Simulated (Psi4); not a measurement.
**CH2AlN (SMILES [H][Al]([H])[C]#N): wB97M-V/aug-pcseg-2 (density fitting, sweep point 3)**

Aim: the vertical ionisation energy of CH2AlN at wB97M-V/aug-pcseg-2 (density fitting, sweep point 3), from 2 runs. 

The results are computed with Psi4 1.11.

## (1) Starting point

CH2AlN: 5 atoms, total charge 0, spin state singlet. As SMILES, `[H][Al]([H])[C]#N`. Geometry: a GFN2-xTB relaxation, a rough one for these elements and not checked as a minimum.

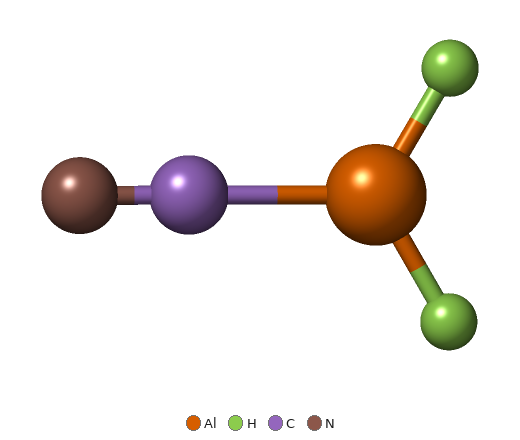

Viewed from a chosen angle; aluminium orange, hydrogen green, carbon purple, nitrogen brown.

## (2) A single-point energy at wB97M-V/aug-pcseg-2 (density fitting, sweep point 3)

Contents of ch2aln.inp:

```
memory 1.6 GB

molecule {
  0 1
  Al     0.66767803     1.16420357     0.01500443
  H      3.58588760     1.16860664     0.11100251
  H     -0.77524125     3.70354195    -0.04505107
  C     -1.19946586    -2.07068630    -0.02787346
  N     -2.27883963    -3.96564696    -0.05306351
  units au
  symmetry c1
}

set {
  basis aug-pcseg-2
  puream true
  scf_type df
  dft_radial_points 99
  dft_spherical_points 590
}

e = energy('wb97m-v')
```

Run with:

```bash
psi4 -n 1 ch2aln.inp ch2aln.out
```

ch2aln.out:

```text
[...]
  Running in c1 symmetry.
[...]
  Nuclear repulsion =   68.489269972026889
[...]
  Multiplicity = 1
[...]
  Nalpha       = 14
  Nbeta        = 14
[...]
    Number of basis functions: 188
[...]
   @DF-RKS iter   1:  -336.36967853048066   -1.06148e+00   2.36830e-03 DIIS/ADIIS
[...]
   @DF-RKS iter   7:  -336.46017755923566   -6.02972e-07   5.59128e-07 DIIS
[...]
    Orbital Energies [Eh]
    ---------------------
    Doubly Occupied:
       1A    -56.310750     2A    -14.514635     3A    -10.360034
       4A     -4.326707     5A     -2.844517     6A     -2.836797
       7A     -2.835444     8A     -1.029889     9A     -0.623566
      10A     -0.511723    11A     -0.459675    12A     -0.458444
      13A     -0.454491    14A     -0.422371
[...]
  @DF-RKS Final Energy:  -336.46017755923566
   => Energetics <=
    Nuclear Repulsion Energy =             68.4892699720268894
    One-Electron Energy =                -599.2877824866650371
    Two-Electron Energy =                 217.6125059032208924
    DFT Exchange-Correlation Energy =     -23.3910194728505694
    Empirical Dispersion Energy =           0.0000000000000000
    VV10 Nonlocal Energy =                  0.1168485250321575
    Total Energy =                       -336.4601775592356603
[...]
 Multipole Moments:
 ------------------------------------------------------------------------------------
     Multipole            Electronic (a.u.)      Nuclear  (a.u.)        Total (a.u.)
 ------------------------------------------------------------------------------------
 L = 1.  Multiply by 2.5417464519 to convert [e a0] to [Debye]
 Dipole X            :         -0.6342442            1.3015161            0.6672720
 Dipole Y            :         -1.0844903            2.2521648            1.1676745
 Dipole Z            :         -0.0161743            0.0309452            0.0147708
 Magnitude           :                                                    1.3449661
[...]
```

Run time: 3 min. Hardware: 1 thread of Intel Xeon at 2.70GHz, shared host; peak memory 1.3 GiB.

## (3) The doublet cation, same level

Contents of calc.inp:

```
memory 1600 MB

molecule mol {
  1 2
  Al     0.66767803     1.16420357     0.01500443
  H      3.58588760     1.16860664     0.11100251
  H     -0.77524125     3.70354195    -0.04505107
  C     -1.19946586    -2.07068630    -0.02787346
  N     -2.27883963    -3.96564696    -0.05306351
  units bohr
  symmetry c1
}

set basis aug-pcseg-2
set reference uks
set puream true
set scf_type df
set dft_radial_points 99
set dft_spherical_points 590
set maxiter 150

result = energy("wb97m-v")
```

Run with:

```bash
psi4 -i calc.inp -o calc.out -n 1
```

calc.out:

```text
[...]
  Running in c1 symmetry.
[...]
  Nuclear repulsion =   68.489269972026889
[...]
  Multiplicity = 2
[...]
  Nalpha       = 14
  Nbeta        = 13
[...]
    Number of basis functions: 188
[...]
   @DF-UKS iter   1:  -335.89671124581571   -5.88515e-01   2.46333e-03 ADIIS/DIIS
[...]
   @DF-UKS iter  13:  -336.02310447704969   -2.71854e-07   3.78693e-07 DIIS
[...]
   @S^2 Observed:                7.737143826E-01
[...]
    Orbital Energies [Eh]
    ---------------------
    Alpha Occupied:
       1A    -56.582474     2A    -14.765354     3A    -10.601801
       4A     -4.595712     5A     -3.112056     6A     -3.108045
       7A     -3.104716     8A     -1.278118     9A     -0.866599
      10A     -0.774593    11A     -0.725728    12A     -0.693270
      13A     -0.691543    14A     -0.685463
    Alpha Virtual:
      15A     -0.246705    16A     -0.164344    17A     -0.153882
      18A     -0.132224    19A     -0.121350    20A     -0.112611
      21A     -0.091016    22A     -0.081633    23A     -0.075946
      24A     -0.073275    25A     -0.057484    26A     -0.049077
[...]
  @DF-UKS Final Energy:  -336.02310447704969
   => Energetics <=
    Nuclear Repulsion Energy =             68.4892699720268894
    One-Electron Energy =                -592.1818061138121720
    Two-Electron Energy =                 210.7897266166505972
    DFT Exchange-Correlation Energy =     -23.2340166985610601
    Empirical Dispersion Energy =           0.0000000000000000
    VV10 Nonlocal Energy =                  0.1137217466460455
    Total Energy =                       -336.0231044770496851
[...]
 Multipole Moments:
 ------------------------------------------------------------------------------------
     Multipole            Electronic (a.u.)      Nuclear  (a.u.)        Total (a.u.)
 ------------------------------------------------------------------------------------
 L = 1.  Multiply by 2.5417464519 to convert [e a0] to [Debye]
 Dipole X            :          0.0093204            1.3015161            1.3108366
 Dipole Y            :          0.0275825            2.2521648            2.2797473
 Dipole Z            :         -0.0009871            0.0309452            0.0299581
 Magnitude           :                                                    2.6299121
[...]
```

It took 5.1 min on 1 thread of Intel Xeon at 2.70GHz, shared host; peak memory 1.3 GiB.

## (4) Outcome

Level: wB97M-V/aug-pcseg-2 (density fitting, sweep point 3).

| quantity | value |
| --- | --- |
| singlet CH2AlN: total energy | -336.46018 Eh |
| singlet CH2AlN: dipole moment | 3.42 D |
| singlet CH2AlN: HOMO energy | -11.49 eV |
| singlet CH2AlN: LUMO energy | -0.95 eV |
| singlet CH2AlN: HOMO–LUMO gap | 10.54 eV |
| doublet cation: total energy | -336.02310 Eh |
| doublet cation: HOMO energy (highest over α and β) | -17.41 eV |
| doublet cation: LUMO energy (lowest over α and β) | -12.27 eV |
| doublet cation: ⟨S²⟩ | 0.774 |
| vertical ionisation energy (to the doublet cation) | 11.893 eV |

**Reading.** The vertical ionisation energy comes to 11.89 eV (1148 kJ/mol). −ε(HOMO) before ionisation, 11.49 eV, is 0.40 eV below this ionisation energy.
